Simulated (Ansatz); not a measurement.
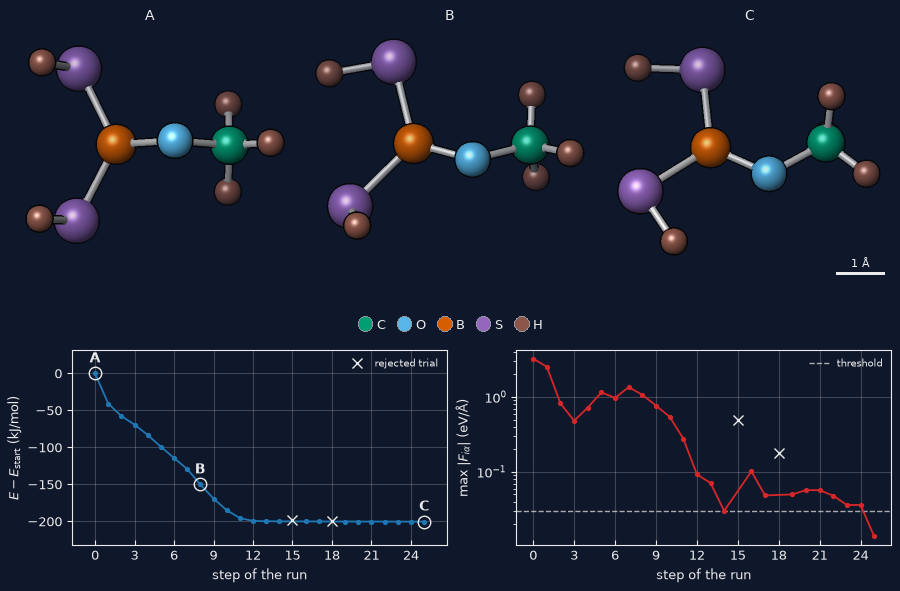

Frames of a relaxation of CH$_{5}$BOS$_{2}$ (coarse preliminary run), marked on the history of the run. Style: ball-and-stick. Shown face on.

The start comes from a force field.

Computed with RKS PBE-D4/def2-SVP (Ansatz 0.2.0). Set-up: force threshold 0.03 eV/Å; at most 200 steps.

> Describe the path.

An S atom moves most after the best rigid fit: 1.35 Å. Largest moves by element: S 1.35 Å, H 1.33 Å, O 0.85 Å, B 0.22 Å, C 0.10 Å. Among the contacts that change: B–O 1.494 → 1.363 Å, C–H 1.031 → 1.107 Å, H–S 1.431 → 1.361 Å, B–S 1.886 → 1.836 Å. Among the angles between lasting bonds that change: C–O–B 110.4° → 122.5°, B–S–H 91.3° → 95.9°, B–S–H 98.0° → 94.6°. Groups turn about B–S by about 90°, B–O by about 90°, B–S by about 90°. The energy falls by 200.2 kJ/mol in 23 accepted moves (25 points after the start). The largest force component goes from 3.2 to 0.014 eV/Å. The line search rejected the trial steps at points 15, 18 of the run. Cost: 21 s on 4 threads of Intel Xeon Platinum 8488C (shared host). From step 0 to 8: an H atom moves most (0.89 Å), energy −150.0 kJ/mol. From step 8 to 25: an S atom moves most (0.87 Å), energy −50.2 kJ/mol.
